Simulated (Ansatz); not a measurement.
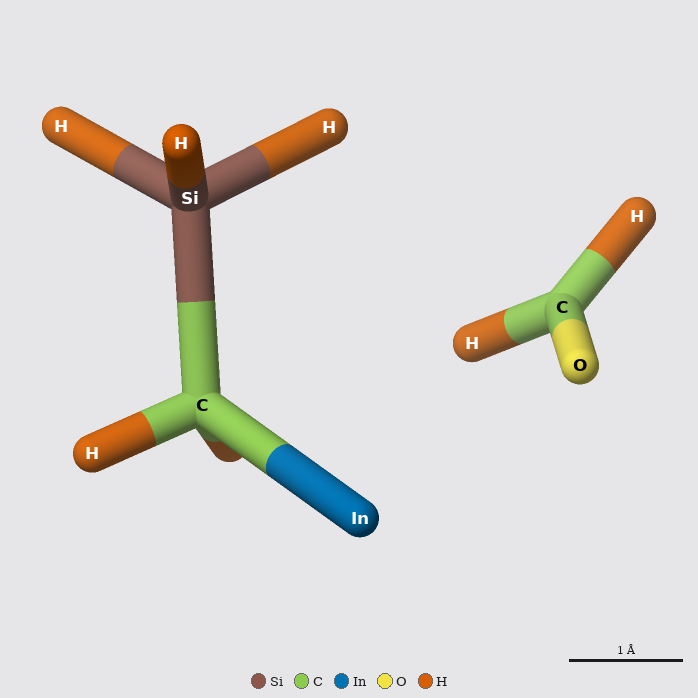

The structure as it stands in the input.

The calculation was set up as follows.

```yaml
crystal:
  periodic: [false, false, false]
  atoms:
    - {symbol: Si, position_ang: [-1.534203, 0.120115, -0.142574]}
    - {symbol: C, position_ang: [-0.407468, -1.327062, -0.304962]}
    - {symbol: In, position_ang: [0.828431, -1.883433, 1.551004]}
    - {symbol: C, position_ang: [1.859046, 1.194003, 0.172381]}
    - {symbol: O, position_ang: [1.968821, 0.555713, 1.185516]}
    - {symbol: H, position_ang: [-0.752676, 1.400189, -0.160560]}
    - {symbol: H, position_ang: [-2.584350, 0.280160, -1.194404]}
    - {symbol: H, position_ang: [-2.254803, 0.101874, 1.166798]}
    - {symbol: H, position_ang: [0.254792, -1.216186, -1.172949]}
    - {symbol: H, position_ang: [-1.001018, -2.235208, -0.475437]}
    - {symbol: H, position_ang: [1.599119, 0.724245, -0.790588]}
    - {symbol: H, position_ang: [2.024299, 2.285592, 0.165776]}
basis:
  gaussian: {orbitals: def2-TZVPP}
hamiltonian: {xc: r2scan, dispersion: d4}
output: {forces: true, orbitals: {seedname: orbitals}}
```

It was started with:

```sh
ansatz run in.yaml --threads 2 --pin off --events-out ev --progress --plain --max-ram 22528MiB --backend cuda --devices 0, --max-vram 18GiB
```

Result:

```
Functional definition: r2SCAN
  name "r2SCAN"
  cite "Furness, Kaplan, Ning, Perdew & Sun, J. Phys. Chem. Lett. 11, 8208 (2020) doi:10.1021/acs.jpclett.0c02405"
  cite "Furness, Kaplan, Ning, Perdew & Sun, J. Phys. Chem. Lett. 11, 9248 (2020) doi:10.1021/acs.jpclett.0c03077"
  parent r2scan
  parameter k0 = 0.174
  parameter k1 = 0.065
  parameter a1 = 4.9479
  exchange = r2scan_x(k0 = k0, k1 = k1, a1 = a1)
  correlation = r2scan_c
1600 factors; their error is unknown
mean field evaluation 1: about -17273.2850 eV, gradient 7.7e1 eV
mean field evaluation 2: about -17220.0101 eV, gradient 1.4e2 eV
mean field evaluation 4: about -17285.7837 eV, gradient 2.2e1 eV
mean field evaluation 8: about -17286.7264 eV, gradient 1.0e-1 eV
mean field evaluation 16: about -17286.6961 eV, gradient 8.6e-3 eV
mean field -17286.69610181 eV, -635.2743643982 hartree, gradient 4.1e-5 eV, S^2 0.000000; 0 other end points of the search recorded, 0 dependent functions left out
the calculation of the forces begins
reference -17286.69611810 eV, -635.2743649967 hartree; 31, 31 occupied and 252, 252 virtual orbitals, 1600 factors
Total energy: -17286.77727792 eV, -635.2773475652 hartree
Atom 0 at    -1.534203     0.120115    -0.142574 Å, force    -0.005312     0.000265     0.003012 eV/Å
Atom 1 at    -0.407468    -1.327062    -0.304962 Å, force     0.008647     0.017524     0.000207 eV/Å
Atom 2 at     0.828431    -1.883433     1.551004 Å, force     0.025294     0.054473    -0.011091 eV/Å
Atom 3 at     1.859046     1.194003     0.172381 Å, force    -0.053264     0.189831    -0.325711 eV/Å
Atom 4 at     1.968821     0.555713     1.185516 Å, force     0.009047    -0.280271     0.375600 eV/Å
Atom 5 at    -0.752676     1.400189    -0.160560 Å, force    -0.002116    -0.009686     0.002485 eV/Å
Atom 6 at    -2.584350     0.280160    -1.194404 Å, force     0.007728     0.008842     0.018074 eV/Å
Atom 7 at    -2.254803     0.101874     1.166798 Å, force     0.008648     0.003680    -0.022362 eV/Å
Atom 8 at     0.254792    -1.216186    -1.172949 Å, force    -0.005118    -0.010304     0.004179 eV/Å
Atom 9 at    -1.001018    -2.235208    -0.475437 Å, force     0.010208    -0.000200     0.000753 eV/Å
Atom 10 at     1.599119     0.724245    -0.790588 Å, force    -0.008574    -0.012331    -0.042267 eV/Å
Atom 11 at     2.024299     2.285592     0.165776 Å, force     0.004814     0.038177    -0.002878 eV/Å
Dipole moment:     0.378746     0.185648    -0.307846 e Å
```
